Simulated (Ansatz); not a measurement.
# Nudged elastic band, with input and output: AlH₄SF

AlH₄SF, computed with RKS PBE/def2-SVP (Ansatz 0.2.0).

It belongs to a series of runs on one base structure; here: band between the two ends.

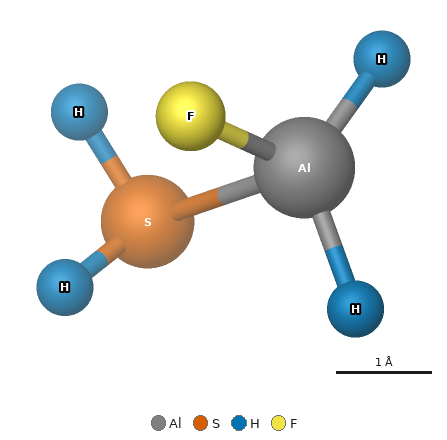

*The starting structure (ball-and-stick view, seen at a tilt). Sticks mark near contacts.*

Bond lengths as drawn: Al–F 1.70 Å, Al–H 1.60 Å, Al–S 2.60 Å and H–S 1.36 Å.

### Input file
```yaml
crystal:
  periodic: [false, false, false]
  atoms:
    - { symbol: Al, position_ang: [-0.253702, -1.06111, 0.208236] }
    - { symbol: S, position_ang: [-0.366852, 1.46635, -0.399786] }
    - { symbol: H, position_ang: [-0.782249, -1.626806, -1.193032] }
    - { symbol: H, position_ang: [-1.134771, -0.983656, 1.542823] }
    - { symbol: H, position_ang: [0.706094, 1.425372, -1.24106] }
    - { symbol: F, position_ang: [1.429669, -1.094135, 0.432069] }
    - { symbol: H, position_ang: [0.401911, 1.873985, 0.65065] }
basis:
  gaussian: { orbitals: def2-SVP }
hamiltonian:
  xc: pbe
neb:
  order_check: false
  images: 7
  f_tol: 0.05
  max_iterations: 60
  final_atoms:
    - { symbol: Al, position_ang: [-0.26507592, -1.05548618, 0.16189874] }
    - { symbol: S, position_ang: [-0.28494566, 1.46989395, -0.58531878] }
    - { symbol: H, position_ang: [-0.97299806, -1.70867257, -1.11490388] }
    - { symbol: H, position_ang: [-0.94372384, -0.90268711, 1.60508042] }
    - { symbol: H, position_ang: [1.04118, 1.30601881, -0.86698256] }
    - { symbol: F, position_ang: [1.4384273, -1.0788576, 0.14670069] }
    - { symbol: H, position_ang: [-0.01276382, 1.9697907, 0.65342536] }
  initial_path:
    images:
      - { positions_ang: [[-0.253702, -1.06111, 0.208236], [-0.366852, 1.46635, -0.399786], [-0.782249, -1.626806, -1.193032], [-1.134771, -0.983656, 1.542823], [0.706094, 1.425372, -1.24106], [1.429669, -1.094135, 0.432069], [0.401911, 1.873985, 0.65065]] }
      - { positions_ang: [[-0.3124664, -1.00742355, 0.16318126], [-0.32151322, 1.52384338, -0.4515545], [-0.84851362, -1.66700691, -1.1556375], [-1.067097, -0.97669008, 1.53438296], [0.81500169, 1.19641462, -1.03569889], [1.4712329, -0.96520839, 0.28156814], [0.26345565, 1.89607093, 0.66365852]] }
      - { positions_ang: [[-0.3712308, -0.95373709, 0.11812652], [-0.27617443, 1.58133675, -0.503323], [-0.91477825, -1.70720781, -1.118243], [-0.999423, -0.96972416, 1.52594293], [0.92390939, 0.96745724, -0.83033778], [1.51279679, -0.83628179, 0.13106729], [0.12500031, 1.91815686, 0.67666705]] }
      - { positions_ang: [[-0.4299952, -0.90005064, 0.07307178], [-0.23083565, 1.63883013, -0.55509149], [-0.98104287, -1.74740872, -1.0808485], [-0.93174901, -0.96275825, 1.51750289], [1.03281708, 0.73849986, -0.62497667], [1.55436069, -0.70735518, -0.01943357], [-0.01345504, 1.9402428, 0.68967557]] }
      - { positions_ang: [[-0.4887596, -0.84636418, 0.02801704], [-0.18549687, 1.6963235, -0.60685999], [-1.04730749, -1.78760963, -1.043454], [-0.86407501, -0.95579233, 1.50906286], [1.14172478, 0.50954248, -0.41961556], [1.59592458, -0.57842858, -0.16993443], [-0.15191039, 1.96232873, 0.70268409]] }
      - { positions_ang: [[-0.43283868, -0.89864468, 0.06148746], [-0.21035907, 1.63971612, -0.60147469], [-1.02873014, -1.76787536, -1.06131647], [-0.88398722, -0.94251602, 1.53306725], [1.11658858, 0.70866156, -0.53145731], [1.55655026, -0.70353583, -0.09077565], [-0.11712375, 1.96419422, 0.69036941]] }
      - { positions_ang: [[-0.37691776, -0.95092518, 0.09495789], [-0.23522126, 1.58310873, -0.59608938], [-1.01015278, -1.7481411, -1.07917894], [-0.90389943, -0.92923972, 1.55707164], [1.09145239, 0.90778064, -0.64329906], [1.51717594, -0.82864309, -0.01161687], [-0.0823371, 1.96605971, 0.67805473]] }
      - { positions_ang: [[-0.32099684, -1.00320568, 0.12842832], [-0.26008346, 1.52650134, -0.59070408], [-0.99157542, -1.72840683, -1.09704141], [-0.92381163, -0.91596341, 1.58107603], [1.06631619, 1.10689972, -0.75514081], [1.47780162, -0.95375035, 0.06754191], [-0.04755046, 1.96792521, 0.66574004]] }
      - { positions_ang: [[-0.26507592, -1.05548618, 0.16189874], [-0.28494566, 1.46989395, -0.58531878], [-0.97299806, -1.70867257, -1.11490388], [-0.94372384, -0.90268711, 1.60508042], [1.04118, 1.30601881, -0.86698256], [1.4384273, -1.0788576, 0.14670069], [-0.01276382, 1.9697907, 0.65342536]] }
```

Command:
```bash
ansatz run input.yaml --threads 1 --pin off --max-ram 2048MiB --backend cpu --events-out ev --progress --plain --runs-dir out
```

### Output
```
Engine: ansatz 0.2.0, aarch64-unknown-linux-gnu
Functional definition: PBE
  parameter kappa = 0.804
  parameter beta = 0.06672455060314922
  exchange = pbe_x(kappa = kappa, mu = beta*pi^2/3)
  correlation = pbe_c(beta = beta)
778 factors; their error is unknown
mean field evaluation 1: about -20194.4782 eV, gradient 3.8e1 eV
mean field evaluation 2: about -20182.0143 eV, gradient 9.7e1 eV
mean field evaluation 4: about -20197.2464 eV, gradient 2.0e0 eV
mean field evaluation 8: about -20197.2573 eV, gradient 3.0e-2 eV
mean field evaluation 16: about -20197.2131 eV, gradient 3.3e-5 eV
mean field -20197.21309049 eV, -742.2338909127 hartree, gradient 3.3e-5 eV, S^2 0.000000; 0 other end points of the search recorded, 0 dependent functions left out
the calculation of the forces begins
reference -20197.21312976 eV, -742.2338923559 hartree; 21, 21 occupied and 49, 49 virtual orbitals, 778 factors
778 factors; their error is unknown
mean field evaluation 32: about -20197.2081 eV, gradient 5.2e-5 eV
mean field -20197.20813436 eV, -742.2337087784 hartree, gradient 5.2e-5 eV, S^2 0.000000; 0 other end points of the search recorded, 0 dependent functions left out
[... from here on the field's lines of each further geometry are left out, up to the last ...]
NEB iter   1: max|band force component| = 2.982e0 eV/Å  barrier→ = 0.8982 eV  barrier← = 0.8933 eV  Δτ_max = 0.2000 Å  (217 SCF iters)
NEB iter   2: max|band force component| = 1.951e0 eV/Å  barrier→ = 0.5907 eV  barrier← = 0.5858 eV  Δτ_max = 0.2000 Å  (202 SCF iters)
NEB iter   3: max|band force component| = 2.056e0 eV/Å  barrier→ = 0.5158 eV  barrier← = 0.5108 eV  Δτ_max = 0.0996 Å  (208 SCF iters)
NEB iter   4: max|band force component| = 1.280e0 eV/Å  barrier→ = 0.4663 eV  barrier← = 0.4613 eV  Δτ_max = 0.0997 Å  (185 SCF iters)
NEB iter   5: max|band force component| = 8.778e-1 eV/Å  barrier→ = 0.2758 eV  barrier← = 0.2708 eV  Δτ_max = 0.1001 Å  (184 SCF iters)
NEB iter   6: max|band force component| = 7.852e-1 eV/Å  barrier→ = 0.1723 eV  barrier← = 0.1674 eV  Δτ_max = 0.1002 Å  (184 SCF iters)
NEB iter   7: max|band force component| = 8.643e-1 eV/Å  barrier→ = 0.1096 eV  barrier← = 0.1047 eV  Δτ_max = 0.1001 Å  (183 SCF iters)
NEB iter   8: max|band force component| = 6.935e-1 eV/Å  barrier→ = 0.0747 eV  barrier← = 0.0697 eV  Δτ_max = 0.0996 Å  (184 SCF iters)
NEB iter   9: max|band force component| = 7.706e-1 eV/Å  barrier→ = 0.0463 eV  barrier← = 0.0414 eV  Δτ_max = 0.2000 Å  (184 SCF iters)
NEB iter  10: max|band force component| = 6.301e-1 eV/Å  barrier→ = 0.0220 eV  barrier← = 0.0171 eV  Δτ_max = 0.1994 Å  (187 SCF iters)
NEB iter  11: max|band force component| = 4.217e-1 eV/Å  barrier→ = 0.0212 eV  barrier← = 0.0162 eV  CI = image 4  Δτ_max = 0.1986 Å  (182 SCF iters)
NEB iter  12: max|band force component| = 1.381e0 eV/Å  barrier→ = 0.1442 eV  barrier← = 0.1393 eV  CI = image 5  Δτ_max = 0.1006 Å  (181 SCF iters)
NEB iter  13: max|band force component| = 8.162e-1 eV/Å  barrier→ = 0.0531 eV  barrier← = 0.0481 eV  CI = image 5  Δτ_max = 0.2000 Å  (178 SCF iters)
NEB iter  14: max|band force component| = 2.379e-1 eV/Å  barrier→ = 0.0082 eV  barrier← = 0.0033 eV  CI = image 5  Δτ_max = 0.1412 Å  (184 SCF iters)
NEB iter  15: max|band force component| = 1.888e-1 eV/Å  barrier→ = 0.0062 eV  barrier← = 0.0012 eV  CI = image 5  Δτ_max = 0.0627 Å  (170 SCF iters)
NEB iter  16: max|band force component| = 8.067e-2 eV/Å  barrier→ = 0.0048 eV  barrier← = -0.0002 eV  CI = image 5  Δτ_max = 0.0308 Å  (186 SCF iters)
NEB iter  17: max|band force component| = 8.326e-2 eV/Å  barrier→ = 0.0051 eV  barrier← = 0.0001 eV  CI = image 5  Δτ_max = 0.0156 Å  (181 SCF iters)
NEB iter  18: max|band force component| = 2.407e-1 eV/Å  barrier→ = 0.0044 eV  barrier← = -0.0006 eV  CI = image 7  Δτ_max = 0.0760 Å  (166 SCF iters)
NEB iter  19: max|band force component| = 7.207e-2 eV/Å  barrier→ = 0.0046 eV  barrier← = -0.0004 eV  CI = image 7  Δτ_max = 0.0140 Å  (184 SCF iters)
NEB iter  20: max|band force component| = 5.592e-2 eV/Å  barrier→ = 0.0045 eV  barrier← = -0.0005 eV  CI = image 7  Δτ_max = 0.0080 Å  (167 SCF iters)
the calculation of the forces begins
reference -20197.20922062 eV, -742.2337486975 hartree; 21, 21 occupied and 49, 49 virtual orbitals, 778 factors
778 factors; their error is unknown
mean field evaluation 1216: about -20197.2529 eV, gradient 2.8e-2 eV
mean field -20197.20866144 eV, -742.2337281481 hartree, gradient 1.4e-5 eV, S^2 0.000000; 1 other end points of the search recorded, 0 dependent functions left out
the calculation of the forces begins
reference -20197.20869965 eV, -742.2337295523 hartree; 21, 21 occupied and 49, 49 virtual orbitals, 778 factors
NEB iter  21: max|band force component| = 1.943e-2 eV/Å  barrier→ = 0.0044 eV  barrier← = -0.0005 eV  CI = image 7  Δτ_max = 0.0000 Å  (316 SCF iters)
```

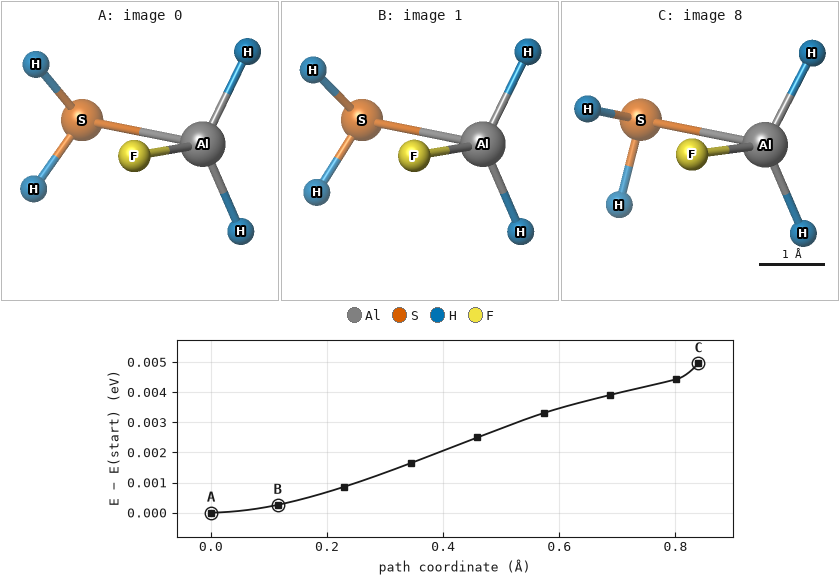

*Images of the last band (counted from 0; ball-and-stick, seen at a tilt) above the energy along the path; the line is a cubic interpolation that uses the forces.*

No image lies above both ends; the end is 0.005 eV above the start. The path is 0.84 Å long. The band converged in 21 iterations.

```
Total energy: -20197.20869965 eV, -742.2337295523 hartree
Atom 0 at    -0.270378    -1.049923     0.151669 Å, force     0.004893     0.004960     0.001095 eV/Å
Atom 1 at    -0.281196     1.473858    -0.567798 Å, force    -0.003029    -0.005098    -0.000560 eV/Å
Atom 2 at    -0.973282    -1.690893    -1.133527 Å, force     0.000820     0.000547     0.000662 eV/Å
Atom 3 at    -0.960556    -0.904493     1.589226 Å, force    -0.001839     0.001339    -0.003729 eV/Å
Atom 4 at     1.040103     1.300085    -0.864666 Å, force    -0.002609    -0.000087     0.000025 eV/Å
Atom 5 at     1.432848    -1.074725     0.147624 Å, force    -0.002415    -0.000105     0.000341 eV/Å
Atom 6 at     0.012561     1.946091     0.677373 Å, force     0.004180    -0.001558     0.002166 eV/Å
Dipole moment:    -0.011657     0.724051    -0.041402 e Å
this run last wrote the band of iteration 21 to [file]
```

### The last band as extended XYZ (Å, eV, eV/Å)
```
7
Properties=species:S:1:pos:R:3:forces:R:3 image=0 energy=-20197.21309
Al   -0.2537   -1.0611    0.2082   -0.0082  -0.0006  -0.0010
S    -0.3669    1.4664   -0.3998   -0.0213  -0.0035  -0.0015
H    -0.7822   -1.6268   -1.1930    0.0011  -0.0004  -0.0019
H    -1.1348   -0.9837    1.5428    0.0005   0.0004   0.0016
H     0.7061    1.4254   -1.2411    0.0092   0.0041   0.0083
F     1.4297   -1.0941    0.4321    0.0066  -0.0001   0.0015
H     0.4019    1.8740    0.6506    0.0122   0.0000  -0.0070
7
Properties=species:S:1:pos:R:3:forces:R:3 image=1 energy=-20197.21283
Al   -0.2585   -1.0615    0.1978   -0.0004   0.0000  -0.0004
S    -0.3567    1.4652   -0.4224    0.0005   0.0003   0.0015
H    -0.8135   -1.6333   -1.1906    0.0013   0.0003   0.0000
H    -1.1158   -0.9693    1.5471   -0.0009  -0.0004  -0.0004
H     0.7686    1.4185   -1.1923   -0.0020   0.0003  -0.0018
F     1.4287   -1.1040    0.3922   -0.0002   0.0002   0.0014
H     0.3473    1.8845    0.6681    0.0017  -0.0007  -0.0004
7
Properties=species:S:1:pos:R:3:forces:R:3 image=2 energy=-20197.21223
Al   -0.2710   -1.0609    0.1768    0.0038  -0.0001  -0.0022
S    -0.3324    1.4721   -0.4317    0.0011  -0.0001   0.0017
H    -0.8522   -1.6230   -1.2045    0.0001   0.0007  -0.0002
H    -1.1069   -0.9625    1.5390   -0.0014  -0.0009   0.0000
H     0.8406    1.4134   -1.1261   -0.0035   0.0005  -0.0027
F     1.4189   -1.1241    0.3441   -0.0026   0.0007   0.0036
H     0.3033    1.8851    0.7023    0.0026  -0.0008  -0.0002
7
Properties=species:S:1:pos:R:3:forces:R:3 image=3 energy=-20197.21145
Al   -0.2780   -1.0613    0.1503   -0.0045   0.0010   0.0016
S    -0.3138    1.4818   -0.4316   -0.0005  -0.0025  -0.0014
H    -0.8885   -1.6094   -1.2237    0.0028   0.0013  -0.0013
H    -1.0881   -0.9707    1.5288    0.0000  -0.0007  -0.0015
H     0.8998    1.4130   -1.0517   -0.0054   0.0015   0.0002
F     1.4146   -1.1345    0.2853    0.0017  -0.0002   0.0026
H     0.2540    1.8810    0.7425    0.0059  -0.0003  -0.0002
7
Properties=species:S:1:pos:R:3:forces:R:3 image=4 energy=-20197.21059
Al   -0.2790   -1.0566    0.1623   -0.0093  -0.0016  -0.0041
S    -0.3007    1.4734   -0.4893   -0.0033  -0.0024   0.0018
H    -0.9014   -1.6451   -1.1892    0.0027   0.0017  -0.0002
H    -1.0748   -0.9330    1.5465    0.0017   0.0012  -0.0009
H     0.9533    1.3737   -1.0179   -0.0023   0.0007  -0.0024
F     1.4159   -1.1203    0.2795    0.0054   0.0005   0.0052
H     0.1867    1.9079    0.7080    0.0052  -0.0002   0.0005
7
Properties=species:S:1:pos:R:3:forces:R:3 image=5 energy=-20197.20978
Al   -0.2744   -1.0573    0.1487   -0.0194   0.0042  -0.0049
S    -0.3001    1.4785   -0.4981    0.0069   0.0001   0.0096
H    -0.9346   -1.6529   -1.1810    0.0006   0.0015  -0.0007
H    -1.0256   -0.9341    1.5575   -0.0002  -0.0024   0.0011
H     0.9788    1.3675   -0.9612   -0.0035  -0.0026  -0.0087
F     1.4239   -1.1102    0.2120    0.0193  -0.0004   0.0058
H     0.1322    1.9085    0.7220   -0.0037  -0.0005  -0.0021
7
Properties=species:S:1:pos:R:3:forces:R:3 image=6 energy=-20197.20918
Al   -0.2748   -1.0524    0.1480   -0.0047   0.0019   0.0014
S    -0.2877    1.4774   -0.5314   -0.0045  -0.0016   0.0006
H    -0.9547   -1.6683   -1.1618    0.0010   0.0006  -0.0012
H    -0.9989   -0.9196    1.5701   -0.0002  -0.0010  -0.0011
H     1.0151    1.3302   -0.9107    0.0015   0.0008  -0.0029
F     1.4264   -1.0930    0.1812    0.0038  -0.0003   0.0022
H     0.0746    1.9256    0.7046    0.0032  -0.0004   0.0009
7
Properties=species:S:1:pos:R:3:forces:R:3 image=7 energy=-20197.20866
Al   -0.2704   -1.0499    0.1517    0.0049   0.0050   0.0011
S    -0.2812    1.4739   -0.5678   -0.0030  -0.0051  -0.0006
H    -0.9733   -1.6909   -1.1335    0.0008   0.0005   0.0007
H    -0.9606   -0.9045    1.5892   -0.0018   0.0013  -0.0037
H     1.0401    1.3001   -0.8647   -0.0026  -0.0001   0.0000
F     1.4328   -1.0747    0.1476   -0.0024  -0.0001   0.0003
H     0.0126    1.9461    0.6774    0.0042  -0.0016   0.0022
7
Properties=species:S:1:pos:R:3:forces:R:3 image=8 energy=-20197.20813
Al   -0.2651   -1.0555    0.1619    0.0250   0.0111   0.0034
S    -0.2849    1.4699   -0.5853   -0.0100  -0.0270  -0.0155
H    -0.9730   -1.7087   -1.1149   -0.0022   0.0087   0.0067
H    -0.9437   -0.9027    1.6051   -0.0025   0.0072  -0.0178
H     1.0412    1.3060   -0.8670   -0.0094  -0.0006   0.0099
F     1.4384   -1.0789    0.1467   -0.0156   0.0068   0.0001
H    -0.0128    1.9698    0.6534    0.0148  -0.0061   0.0132
```

### Results in brief

- outcome: converged
- barrier, forward: 0.004 eV
- barrier, backward: −0.001 eV
- hardware: 1 thread of Arm Neoverse V2, 24 GiB of memory available, shared host
- wall time: 3.4 min
- peak memory: 0.13 GiB

### Remarks

The order of the saddle point was not checked.
